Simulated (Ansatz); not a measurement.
**C₂H₇GeN: geometry relaxation (part 2 of 2)**

Continued. System: C₂H₇GeN, SMILES C=N[CH2][GeH3]. Method: RKS PBE-D4/def2-SVP (Ansatz 0.2.0). The geometry: force-field start.

Geometry of the input (Å):
```
C  -1.0603  1.7850  0.5857
N  -0.6313  0.8641  -0.1290
C  0.1721  -0.1559  0.4398
Ge 0.7997  -1.4112  -0.9319
H  -1.7287  2.5740  0.0824
H  -0.9037  1.9223  1.6371
H  -0.3283  -0.6980  1.2491
H  1.1593  0.3139  0.8823
H  1.5178  -0.6608  -1.9940
H  -0.5415  -2.0667  -1.5160
H  1.6103  -2.5236  -0.2850
```

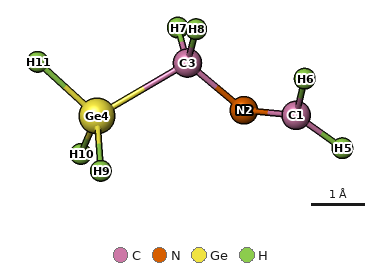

Figure 1. The geometry at step 12 of the log (ball-and-stick view, seen on its broad side; atoms are numbered from 1 in the order of the input).

## Trajectory as extended XYZ, continued
```
11
Properties=species:S:1:pos:R:3:forces:R:3 step=5 energy=-60171.89784 accepted=F
C    -1.0810    1.8159    0.5492    0.3284  -0.6869  -0.3906
N    -0.7924    0.7498   -0.1178   -0.2568   1.2977   0.4012
C     0.1450   -0.1807    0.4798    0.0865  -0.3723   0.3992
Ge    0.7632   -1.4204   -0.9333   -0.0611  -0.0593   0.0817
H    -1.6789    2.6249    0.0798   -0.1829  -0.2237   0.0358
H    -0.7264    2.0001    1.5990    0.0792   0.0573  -0.1690
H    -0.3264   -0.7620    1.3144    0.0182   0.0001  -0.2591
H     1.0266    0.3262    0.9386   -0.0671   0.0576   0.0139
H     1.5409   -0.6207   -2.0068    0.0103  -0.0010  -0.0294
H    -0.4888   -2.0772   -1.5607    0.0111  -0.0519  -0.0614
H     1.6836   -2.5128   -0.3219    0.0342  -0.0178  -0.0223
11
Properties=species:S:1:pos:R:3:forces:R:3 step=6 energy=-60171.92917
C    -1.0884    1.8261    0.5698    0.0902   0.1282   0.1470
N    -0.6947    0.8516   -0.1468   -0.0872  -0.0745  -0.0071
C     0.1802   -0.1499    0.4597    0.0541  -0.0189  -0.0140
Ge    0.7571   -1.4376   -0.9340    0.0203   0.0091   0.0289
H    -1.7506    2.5966    0.1249   -0.0087  -0.0249   0.0029
H    -0.7944    1.9748    1.6453   -0.0468  -0.0149  -0.1224
H    -0.3453   -0.7071    1.2689   -0.0204   0.0101  -0.0495
H     1.0745    0.3164    0.9331    0.0016  -0.0087   0.0191
H     1.5544   -0.6903   -2.0335   -0.0028   0.0026   0.0002
H    -0.4892   -2.1052   -1.5671   -0.0063  -0.0021   0.0020
H     1.6619   -2.5322   -0.2999    0.0059  -0.0060  -0.0072
11
Properties=species:S:1:pos:R:3:forces:R:3 step=7 energy=-60171.93426
C    -1.0821    1.8280    0.5627    0.2574  -0.1029   0.0627
N    -0.7442    0.8153   -0.1372   -0.1183   0.1562   0.1449
C     0.1595   -0.1638    0.4636    0.0021  -0.0397   0.0501
Ge    0.7667   -1.4330   -0.9313   -0.0424   0.0087   0.0055
H    -1.7414    2.6021    0.1238   -0.0755  -0.0361  -0.0069
H    -0.7273    2.0021    1.6176   -0.0560   0.0115  -0.1839
H    -0.3567   -0.7391    1.2676   -0.0078   0.0074  -0.0925
H     1.0403    0.3197    0.9430    0.0131   0.0195   0.0611
H     1.5544   -0.6626   -2.0211    0.0036  -0.0091  -0.0111
H    -0.4823   -2.0985   -1.5606    0.0140  -0.0241  -0.0281
H     1.6786   -2.5273   -0.3077    0.0098   0.0085  -0.0019
11
Properties=species:S:1:pos:R:3:forces:R:3 step=8 energy=-60171.94773
C    -1.0615    1.8332    0.5507    0.3974  -0.4462  -0.0835
N    -0.8200    0.7610   -0.1150   -0.0986   0.5502   0.5189
C     0.1244   -0.1863    0.4745   -0.0414  -0.0383   0.0990
Ge    0.7791   -1.4209   -0.9287   -0.1057   0.0027  -0.0217
H    -1.7386    2.5973    0.1254   -0.1130  -0.0179   0.0047
H    -0.6010    2.0602    1.5612   -0.1233  -0.0370  -0.3933
H    -0.3864   -0.7976    1.2569    0.0169   0.0031  -0.1463
H     0.9789    0.3202    0.9787    0.0037   0.0108   0.0837
H     1.5496   -0.6202   -2.0089    0.0079  -0.0155  -0.0120
H    -0.4665   -2.0955   -1.5561    0.0433  -0.0394  -0.0538
H     1.7074   -2.5084   -0.3182    0.0128   0.0275   0.0044
11
Properties=species:S:1:pos:R:3:forces:R:3 step=9 energy=-60171.95309
C    -1.0353    1.8414    0.5358    0.5664  -0.8929  -0.1919
N    -0.8935    0.7069   -0.0804    0.0326   1.2144   1.1252
C     0.0863   -0.2129    0.4951   -0.1064  -0.0402   0.0875
Ge    0.7842   -1.4039   -0.9280   -0.0976  -0.0063  -0.0279
H    -1.7499    2.5817    0.1290   -0.0591   0.0037   0.0392
H    -0.4517    2.1438    1.4838   -0.4218  -0.2834  -0.8299
H    -0.4229   -0.8691    1.2455    0.0616   0.0414  -0.2079
H     0.9146    0.3077    1.0343   -0.0379  -0.0322   0.0439
H     1.5402   -0.5752   -1.9985    0.0002  -0.0071   0.0038
H    -0.4433   -2.1009   -1.5677    0.0542  -0.0327  -0.0498
H     1.7367   -2.4765   -0.3284    0.0078   0.0352   0.0078
11
Properties=species:S:1:pos:R:3:forces:R:3 step=10 energy=-60172.03411
C    -1.0035    1.8599    0.5040    0.2993  -0.5102   0.0485
N    -0.9291    0.6752    0.0127   -0.1595   0.5661   0.1805
C     0.0620   -0.2485    0.5330   -0.2676   0.2186   0.0057
Ge    0.7797   -1.3869   -0.9306   -0.0476   0.0859   0.0160
H    -1.7641    2.5841    0.1434    0.0209  -0.1744  -0.1075
H    -0.3400    2.2247    1.3388   -0.0332  -0.0593  -0.1977
H    -0.4741   -0.9494    1.2119    0.1034  -0.0676  -0.0087
H     0.8731    0.2494    1.1161    0.0563  -0.0507   0.1013
H     1.5037   -0.5134   -1.9870    0.0016  -0.0064   0.0001
H    -0.4141   -2.1254   -1.5813    0.0100  -0.0213  -0.0430
H     1.7720   -2.4265   -0.3405    0.0165   0.0192   0.0049
11
Properties=species:S:1:pos:R:3:forces:R:3 step=11 energy=-60172.06994
C    -0.9868    1.8452    0.4951    0.4656  -0.0901  -0.1625
N    -0.9951    0.6282    0.0921   -0.0562   0.4469   0.2625
C     0.0166   -0.2774    0.5826   -0.1962   0.0141  -0.0205
Ge    0.7617   -1.3411   -0.9281    0.0246  -0.0434   0.0388
H    -1.7284    2.5715    0.1010   -0.0568  -0.1612   0.0513
H    -0.2082    2.2695    1.2000   -0.2500  -0.2066  -0.1738
H    -0.4914   -1.0346    1.2230    0.0927  -0.0298  -0.0314
H     0.8243    0.2045    1.1897   -0.0035  -0.0110   0.0059
H     1.4711   -0.4494   -1.9793   -0.0276   0.0602   0.0346
H    -0.3910   -2.1225   -1.6064    0.0026   0.0154  -0.0010
H     1.7927   -2.3507   -0.3491    0.0047   0.0056  -0.0039
11
Properties=species:S:1:pos:R:3:forces:R:3 step=12 energy=-60172.02591 accepted=F
C    -0.8914    1.8597    0.3866   -0.9335  -1.0867   0.5850
N    -1.0596    0.5849    0.1745    0.5475   1.6030   0.1237
C    -0.0370   -0.3142    0.6294   -0.0086  -0.2216   0.0948
Ge    0.7466   -1.3116   -0.9138    0.0161   0.0029   0.0054
H    -1.7463    2.5381    0.1196    0.5744  -0.1711  -0.1454
H    -0.0792    2.2985    1.0506   -0.1646  -0.2623  -0.5859
H    -0.5118   -1.1191    1.2407    0.0593   0.0905  -0.0614
H     0.7780    0.1519    1.2441   -0.0496  -0.0079  -0.0707
H     1.4210   -0.3421   -1.9234   -0.0405   0.0109   0.0591
H    -0.3737   -2.1095   -1.6313    0.0368   0.0216   0.0213
H     1.8188   -2.2935   -0.3563   -0.0373   0.0209  -0.0260
11
Properties=species:S:1:pos:R:3:forces:R:3 step=13 energy=-60172.08993
C    -0.9543    1.8390    0.4593    0.2646  -0.1338  -0.1121
N    -0.9986    0.6064    0.1142   -0.1263   0.4006   0.2208
C    -0.0017   -0.3003    0.6174   -0.0480  -0.0113  -0.0869
Ge    0.7551   -1.3257   -0.9153    0.0296  -0.0264   0.0165
H    -1.7080    2.5502    0.0645   -0.0157  -0.0793   0.0086
H    -0.1621    2.2741    1.1340   -0.1543  -0.1447  -0.1071
H    -0.5101   -1.0661    1.2428    0.0396  -0.0523  -0.0028
H     0.8022    0.1766    1.2318    0.0270   0.0019   0.0258
H     1.4179   -0.3721   -1.9454   -0.0202   0.0106   0.0495
H    -0.3925   -2.1092   -1.5999    0.0102   0.0068  -0.0049
H     1.8175   -2.3298   -0.3827   -0.0066   0.0280  -0.0075
11
Properties=species:S:1:pos:R:3:forces:R:3 step=14 energy=-60172.10431
C    -0.9254    1.8366    0.4297    0.0020  -0.3478  -0.0613
N    -1.0339    0.5858    0.1679    0.0269   0.4545   0.0481
C    -0.0278   -0.3217    0.6446   -0.0546  -0.0517   0.0287
Ge    0.7383   -1.3127   -0.9078    0.0706   0.0650  -0.0091
H    -1.6827    2.5408    0.0311   -0.0007  -0.0256   0.0292
H    -0.1042    2.2762    1.0565   -0.0206  -0.0702  -0.0917
H    -0.5148   -1.1077    1.2617    0.0147  -0.0251   0.0138
H     0.7845    0.1506    1.2529    0.0251  -0.0054   0.0071
H     1.3803   -0.3030   -1.9000   -0.0403  -0.0319   0.0290
H    -0.3856   -2.1100   -1.6158    0.0158   0.0159   0.0040
H     1.8367   -2.2918   -0.4004   -0.0389   0.0222   0.0023
11
Properties=species:S:1:pos:R:3:forces:R:3 step=15 energy=-60172.11246
C    -0.9017    1.8230    0.4022   -0.0588  -0.0435   0.0181
N    -1.0654    0.5705    0.2071    0.0934   0.0791   0.1202
C    -0.0557   -0.3424    0.6707    0.0107  -0.0378  -0.0473
Ge    0.7333   -1.2855   -0.9003    0.0060   0.0050   0.0111
H    -1.6802    2.5225    0.0375    0.0706   0.0423  -0.0071
H    -0.0220    2.2659    0.9448   -0.0989  -0.0790  -0.0842
H    -0.5279   -1.1442    1.2805    0.0068   0.0249  -0.0312
H     0.7634    0.1245    1.2761   -0.0142   0.0082  -0.0061
H     1.3533   -0.2458   -1.8745   -0.0168  -0.0264   0.0487
H    -0.3698   -2.0902   -1.6322    0.0126   0.0072   0.0019
H     1.8380   -2.2552   -0.3915   -0.0114   0.0199  -0.0243
11
Properties=species:S:1:pos:R:3:forces:R:3 step=16 energy=-60172.11456
C    -0.8996    1.8173    0.3980   -0.0374  -0.0034  -0.0449
N    -1.0749    0.5639    0.2250    0.0799   0.0301   0.0616
C    -0.0615   -0.3479    0.6799    0.0011  -0.0573   0.0133
Ge    0.7280   -1.2825   -0.8947    0.0141   0.0360  -0.0166
H    -1.6702    2.5194    0.0220    0.0433   0.0342   0.0279
H    -0.0059    2.2602    0.9139   -0.0746  -0.0562  -0.0454
H    -0.5277   -1.1520    1.2904    0.0031   0.0189  -0.0144
H     0.7597    0.1207    1.2810   -0.0056   0.0023  -0.0059
H     1.3438   -0.2239   -1.8495   -0.0124  -0.0219   0.0185
H    -0.3691   -2.0824   -1.6401    0.0076   0.0058   0.0066
H     1.8427   -2.2496   -0.4053   -0.0192   0.0115  -0.0007
11
Properties=species:S:1:pos:R:3:forces:R:3 step=17 energy=-60172.11575
C    -0.8952    1.8099    0.3869   -0.0451   0.0013  -0.0197
N    -1.0805    0.5552    0.2401    0.0307   0.0133   0.0017
C    -0.0650   -0.3554    0.6905    0.0008  -0.0182   0.0207
Ge    0.7240   -1.2740   -0.8924    0.0126   0.0131  -0.0040
H    -1.6620    2.5154    0.0107    0.0138   0.0166   0.0151
H     0.0059    2.2519    0.8848   -0.0054  -0.0162  -0.0157
H    -0.5267   -1.1602    1.3018    0.0024  -0.0036  -0.0065
H     0.7579    0.1159    1.2869    0.0042  -0.0013   0.0031
H     1.3373   -0.2026   -1.8326   -0.0093  -0.0139   0.0055
H    -0.3700   -2.0705   -1.6450    0.0015   0.0064  -0.0005
H     1.8398   -2.2426   -0.4114   -0.0062   0.0025   0.0003
11
Properties=species:S:1:pos:R:3:forces:R:3 step=18 energy=-60172.11603
C    -0.8948    1.8061    0.3813   -0.0074  -0.0212  -0.0262
N    -1.0835    0.5503    0.2482   -0.0046   0.0181   0.0152
C    -0.0666   -0.3593    0.6977    0.0088   0.0112   0.0014
Ge    0.7238   -1.2692   -0.8889    0.0023   0.0025  -0.0115
H    -1.6617    2.5134    0.0094   -0.0032   0.0016   0.0017
H     0.0157    2.2483    0.8595    0.0073   0.0014   0.0127
H    -0.5262   -1.1669    1.3063   -0.0009  -0.0036   0.0005
H     0.7561    0.1126    1.2942   -0.0018  -0.0047  -0.0003
H     1.3347   -0.1934   -1.8243    0.0032  -0.0006   0.0034
H    -0.3707   -2.0574   -1.6489   -0.0015  -0.0036   0.0026
H     1.8386   -2.2413   -0.4140   -0.0021  -0.0011   0.0007
```

## Summary

```json
{"quantity": "outcome", "value": "converged"}
{"quantity": "total energy", "value": "−60172.1161 eV"}
{"quantity": "mean-field energy", "value": "−60171.9139 eV"}
{"quantity": "dispersion energy", "value": "−0.2022 eV"}
{"quantity": "SCF solution under orbital rotations", "value": "stable"}
{"quantity": "largest force (length of the vector) at the end", "value": "0.034 eV/Å"}
{"quantity": "dipole moment", "value": "1.26 D"}
{"quantity": "hardware", "value": "4 threads of Arm Neoverse V1, 23 GiB of memory available, shared host"}
{"quantity": "wall time", "value": "22 s (CPU time 78 s)"}
{"quantity": "peak memory", "value": "0.16 GiB"}
```
